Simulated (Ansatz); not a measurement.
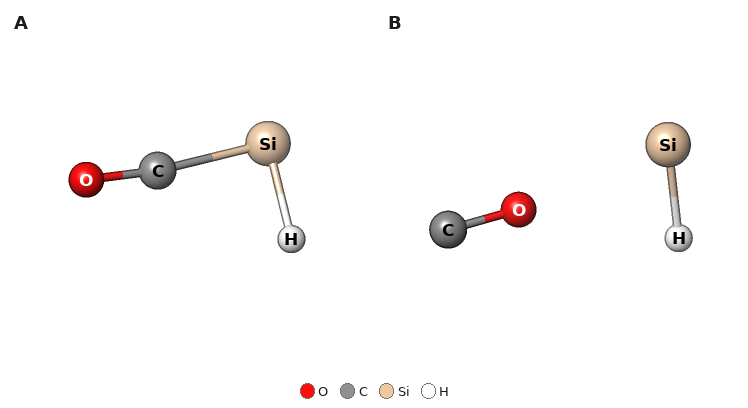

2 stationary structures of one formula. State: neutral, doublet. Geometries: PBE0-D4/def2-TZVP. Electronic energies: r2SCAN-D4/def2-TZVPP (Ansatz 0.2.0), without zero-point energy. No frequency run is at hand to confirm each as a minimum.

Question: Which is lowest in energy, and by how much?

Answer: A is lowest; B lies 41.0 kcal/mol above it.

Give E(B) − E(A) in kcal/mol at these levels too: ωB97M-V/def2-TZVPP; PBE0-D4/def2-TZVPP; UHF-CCSD(T) (frozen core)/def2-TZVPP; B3LYP-D4/def2-TZVPP; PBE0-D4/def2-TZVP; PBE-D4/def2-TZVPP; r2SCAN-D4/def2-TZVPP.

```json
{"level": "ωB97M-V/def2-TZVPP", "E(B) − E(A) (kcal/mol)": "+30.0"}
{"level": "PBE0-D4/def2-TZVPP", "E(B) − E(A) (kcal/mol)": "+37.0"}
{"level": "UHF-CCSD(T) (frozen core)/def2-TZVPP", "E(B) − E(A) (kcal/mol)": "+27.0"}
{"level": "B3LYP-D4/def2-TZVPP", "E(B) − E(A) (kcal/mol)": "+32.9"}
{"level": "PBE0-D4/def2-TZVP", "E(B) − E(A) (kcal/mol)": "+37.0"}
{"level": "PBE-D4/def2-TZVPP", "E(B) − E(A) (kcal/mol)": "+40.9"}
{"level": "r2SCAN-D4/def2-TZVPP", "E(B) − E(A) (kcal/mol)": "+41.0"}
```
